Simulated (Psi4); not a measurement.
PF3: single-point calculation (part 1 of 2)

PF3, SMILES FP(F)F, computed with OMP2/6-311+G**, RHF (Psi4 1.11).

The geometry comes from this level: PBE0-D4/def2-TZVP.

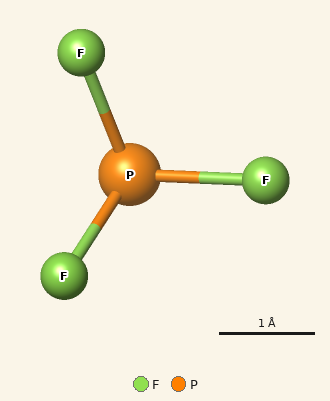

The structure as given in the input (ball-and-stick view, seen at a tilt).

## Key numbers

| quantity | value |
| --- | --- |
| outcome | converged |
| total energy | −639.977198 hartree |
| SCF energy | −639.229960 hartree |
| MP2 energy | −639.963069 hartree |
| correlation energy | −0.747238 hartree |
| basis functions | 96 |
| HOMO of the SCF reference | −12.94 eV |
| LUMO of the SCF reference | 1.69 eV |
| hardware | 1 thread of Intel Xeon (Granite Rapids), 64 GiB of memory available, shared host |
| wall time | 17 s |
| peak memory | 0.34 GiB |

## Input file (f3p.py)
```python
import psi4

psi4.set_memory('1600 MB')
psi4.set_num_threads(1)
psi4.set_output_file('f3p.out', False)

molecule = psi4.geometry("""
F      0.834400    -0.663200     0.874500
P     -0.297500     0.314600     0.392300
F     -1.061900    -0.696500    -0.536900
F      0.525000     1.045200    -0.730000
symmetry c1
no_reorient
no_com
""")

psi4.set_options({
    'puream': True,
    'e_convergence': 1e-09,
    'd_convergence': 1e-08,
    'scf_type': 'pk',
    'num_frozen_docc': 8,
})

E = psi4.energy("omp2/6-311+G**", molecule=molecule)
print(f'omp2/6-311+G** energy: {E:.10f} Eh')
for k, v in sorted(psi4.core.scalar_variables().items()):
    print(f'{k:45s} {v:18.10f}')
```

Launch command:
```bash
python f3p.py
```

## The program's output
```
Psi4 1.11 release

   => Loading Basis Set <=

    Name: 6-311+G**
    Role: ORBITAL
    Keyword: BASIS

         ---------------------------------------------------------
                                   SCF
                              RHF Reference
                        1 Threads,   1525 MiB Core
         ---------------------------------------------------------

  ==> Geometry <==

    Molecular point group: c1
    Full point group: C1

    Geometry (in Angstrom), charge = 0, multiplicity = 1:

       Center              X                  Y                   Z               Mass
    ------------   -----------------  -----------------  -----------------  -----------------
         F            0.834400000000    -0.663200000000     0.874500000000    18.998403162730
         P           -0.297500000000     0.314600000000     0.392300000000    30.973761998420
         F           -1.061900000000    -0.696500000000    -0.536900000000    18.998403162730
         F            0.525000000000     1.045200000000    -0.730000000000    18.998403162730

  Running in c1 symmetry.

  Rotational constants: A =      0.25610  B =      0.25608  C =      0.15876 [cm^-1]
  Rotational constants: A =   7677.65216  B =   7677.19459  C =   4759.56530 [MHz]
  Nuclear repulsion =  190.762092500676346

  Charge       = 0
  Multiplicity = 1
  Electrons    = 42
  Nalpha       = 21
  Nbeta        = 21

  ==> Algorithm <==

  SCF Algorithm Type is PK.
  DIIS enabled.
  MOM disabled.
  Fractional occupation disabled.
  Guess Type is SAD.
  Energy threshold   = 1.00e-09
  Density threshold  = 1.00e-08
  Integral threshold = 1.00e-12

  ==> Primary Basis <==

  Basis Set: 6-311+G**
    Blend: 6-311+G**
    Number of shells: 44
    Number of basis functions: 96
    Number of Cartesian functions: 100
    Spherical Harmonics?: true
    Max angular momentum: 2

  ==> Integral Setup <==

  Using in-core PK algorithm.
   Calculation information:
      Number of atoms:                   4
      Number of AO shells:              44
      Number of primitives:             82
      Number of atomic orbitals:       100
      Number of basis functions:        96

      Integral cutoff                 1.00e-12
      Number of threads:                 1

  Performing in-core PK
  Using 21682992 doubles for integral storage.
  We computed 425925 shell quartets total.
  Whereas there are 490545 unique shell quartets.

  ==> DiskJK: Disk-Based J/K Matrices <==

    J tasked:                  Yes
    K tasked:                  Yes
    wK tasked:                  No
    Memory [MiB]:             1144
    Schwarz Cutoff:          1E-12

  Minimum eigenvalue in the overlap matrix is 2.2646132342E-03.
  Reciprocal condition number of the overlap matrix is 3.5827565046E-04.
    Using symmetric orthogonalization.

  ==> Pre-Iterations <==

  SCF Guess: Superposition of Atomic Densities via on-the-fly atomic UHF (no occupation information).

   -------------------------
    Irrep   Nso     Nmo
   -------------------------
     A         96      96
   -------------------------
    Total      96      96
   -------------------------

  ==> Iterations <==

                        Total Energy        Delta E     RMS |[F,P]|

   @RHF iter SAD:  -638.61358810647062   -6.38614e+02   0.00000e+00
   @RHF iter   1:  -639.15045913609356   -5.36871e-01   5.15758e-03 ADIIS/DIIS
   @RHF iter   2:  -639.20733443187339   -5.68753e-02   3.00421e-03 ADIIS/DIIS
   @RHF iter   3:  -639.22934646477927   -2.20120e-02   3.74148e-04 ADIIS/DIIS
   @RHF iter   4:  -639.22989782309787   -5.51358e-04   7.81640e-05 DIIS
   @RHF iter   5:  -639.22995503966843   -5.72166e-05   1.97394e-05 DIIS
   @RHF iter   6:  -639.22995992232859   -4.88266e-06   4.81847e-06 DIIS
   @RHF iter   7:  -639.22996016622324   -2.43895e-07   8.97726e-07 DIIS
   @RHF iter   8:  -639.22996017510820   -8.88497e-09   1.47153e-07 DIIS
   @RHF iter   9:  -639.22996017532205   -2.13845e-10   2.81880e-08 DIIS
   @RHF iter  10:  -639.22996017532898   -6.93490e-12   1.41564e-08 DIIS
   @RHF iter  11:  -639.22996017533046   -1.47793e-12   2.99911e-09 DIIS
  Energy and wave function converged.

  ==> Post-Iterations <==

    Orbital Energies [Eh]
    ---------------------

    Doubly Occupied:

       1A    -80.146175     2A    -26.350403     3A    -26.350394
       4A    -26.350370     5A     -7.673684     6A     -5.566927
       7A     -5.566926     8A     -5.563839     9A     -1.705260
      10A     -1.649223    11A     -1.649199    12A     -0.932458
      13A     -0.800495    14A     -0.800489    15A     -0.777231
      16A     -0.731550    17A     -0.731548    18A     -0.686491
      19A     -0.686481    20A     -0.674010    21A     -0.475642

    Virtual:

      22A      0.062127    23A      0.064978    24A      0.064979
      25A      0.089112    26A      0.137990    27A      0.137993
      28A      0.244859    29A      0.313808    30A      0.313811
      31A      0.320649    32A      0.320649    33A      0.324771
      34A      0.357071    35A      0.397228    36A      0.399149
      37A      0.399153    38A      0.406533    39A      0.420087
      40A      0.420088    41A      0.482162    42A      0.562873
      43A      0.562879    44A      0.850468    45A      0.857239
      46A      0.857244    47A      0.969710    48A      1.189613
      49A      1.189667    50A      1.504866    51A      1.504874
      52A      1.528344    53A      1.567637    54A      1.567653
      55A      1.616626    56A      1.639686    57A      1.653516
      58A      1.653520    59A      1.875580    60A      1.875592
      61A      1.886475    62A      2.214532    63A      2.214536
      64A      2.214854    65A      4.121343    66A      4.154373
      67A      4.154392    68A      4.157636    69A      4.158893
      70A      4.165148    71A      4.165151    72A      4.180276
      73A      4.180285    74A      4.281202    75A      4.281205
      76A      4.311954    77A      4.441204    78A      4.680813
      79A      4.680859    80A      6.803889    81A      6.808524
      82A      6.808533    83A      6.870112    84A      6.904481
      85A      6.904489    86A      6.944381    87A      7.021187
      88A      7.021193    89A      7.665920    90A     14.746802
      91A     14.746828    92A     14.805305    93A     68.708593
      94A     68.708602    95A     68.718045    96A    166.180907

    Final Occupation by Irrep:
              A
    DOCC [    21 ]
    NA   [    21 ]
    NB   [    21 ]

  @RHF Final Energy:  -639.22996017533046

   => Energetics <=

    Nuclear Repulsion Energy =            190.7620925006763457
    One-Electron Energy =               -1268.2465169116376273
    Two-Electron Energy =                 438.2544642356308486
    Total Energy =                       -639.2299601753304614

Computation Completed

Properties will be evaluated at   0.000000,   0.000000,   0.000000 [a0]

Properties computed using the SCF density matrix

 Multipole Moments:

 ------------------------------------------------------------------------------------
     Multipole            Electronic (a.u.)      Nuclear  (a.u.)        Total (a.u.)
 ------------------------------------------------------------------------------------

 L = 1.  Multiply by 2.5417464519 to convert [e a0] to [Debye]
 Dipole X            :          3.0421272           -3.3731611           -0.3310340
 Dipole Y            :         -3.2185417            3.5687478            0.3502061
 Dipole Z            :         -4.0095677            4.4463366            0.4367689
 Magnitude           :                                                    0.6503806

 ------------------------------------------------------------------------------------

	total time  =          2 seconds =       0.03 minutes
  Constructing Basis Sets for DFOCC...

   => Loading Basis Set <=

    Name: (6-311+G** AUX)
    Role: JKFIT
    Keyword: DF_BASIS_SCF

   => Loading Basis Set <=

    Name: (6-311+G** AUX)
    Role: RIFIT
    Keyword: DF_BASIS_CC

  Module DFOCC Options:
  ----------------------------------------------------------------------------
  ACTIVE                        => (empty)
  BASIS_RELATIVISTIC            => (empty)
  BENCH                         => (empty)
  CC_DIIS_MAX_VECS              => (empty)
  CC_DIIS_MIN_VECS              => (empty)
  CC_LAMBDA                     => (empty)
  CC_MAXITER                    => (empty)
  CC_TYPE                       => (empty)
  CHOLESKY                      => FALSE           !
  CHOLESKY_TOLERANCE            => (empty)
  CI_TYPE                       => (empty)
  COMPUT_S2                     => (empty)
  CUBEPROP_BASIS_FUNCTIONS      => (empty)
  CUBEPROP_FILEPATH             => (empty)
  CUBEPROP_ISOCONTOUR_THRESHOLD => (empty)
  CUBEPROP_ORBITALS             => (empty)
  CUBEPROP_TASKS                => (empty)
  CUBIC_BASIS_TOLERANCE         => (empty)
  CUBIC_BLOCK_MAX_POINTS        => (empty)
  CUBIC_GRID_OVERAGE            => (empty)
  CUBIC_GRID_SPACING            => (empty)
  CUTOFF                        => (empty)
  DDX                           => (empty)
  DEBUG                         => (empty)
  DERTYPE                       => (empty)
  DF_BASIS_CC                   => (empty)
  DIE_IF_NOT_CONVERGED          => (empty)
  DKH_ORDER                     => (empty)
  DOCC                          => (empty)
  DO_DIIS                       => (empty)
  DO_LEVEL_SHIFT                => (empty)
  DO_SCS                        => FALSE           !
  DO_SOS                        => FALSE           !
  E3_SCALE                      => (empty)
  EKT_IP                        => (empty)
  EXTERNAL_POTENTIAL_SYMMETRY   => (empty)
  E_CONVERGENCE                 => 1e-09           !
  FREEZE_CORE                   => (empty)
  FREEZE_CORE_POLICY            => (empty)
  FROZEN_DOCC                   => (empty)
  FROZEN_UOCC                   => (empty)
  HESS_TYPE                     => (empty)
  INTEGRAL_CUTOFF               => (empty)
  INTEGRAL_PACKAGE              => (empty)
  LEVEL_SHIFT                   => (empty)
  LINEQ_SOLVER                  => (empty)
  LITERAL_CFOUR                 => (empty)
  LS_THC_BASIS_TOLERANCE        => (empty)
  LS_THC_DF                     => (empty)
  LS_THC_PRUNING_SCHEME         => (empty)
  LS_THC_RADIAL_POINTS          => (empty)
  LS_THC_SPHERICAL_POINTS       => (empty)
  LS_THC_S_EPSILON              => (empty)
  LS_THC_WEIGHTS_TOLERANCE      => (empty)
  MAT_NUM_COLUMN_PRINT          => (empty)
  MAX_MOGRAD_CONVERGENCE        => (empty)
  MAX_RADIAL_MOMENT             => (empty)
  MBIS_D_CONVERGENCE            => (empty)
  MBIS_MAXITER                  => (empty)
  MBIS_PRUNING_SCHEME           => (empty)
  MBIS_RADIAL_POINTS            => (empty)
  MBIS_SPHERICAL_POINTS         => (empty)
  MOLDEN_WITH_VIRTUAL           => (empty)
  MOLDEN_WRITE                  => (empty)
  MO_DIIS_NUM_VECS              => (empty)
  MO_MAXITER                    => (empty)
  MO_STEP_MAX                   => (empty)
  MP2_AMP_TYPE                  => (empty)
  MP2_OS_SCALE                  => (empty)
```
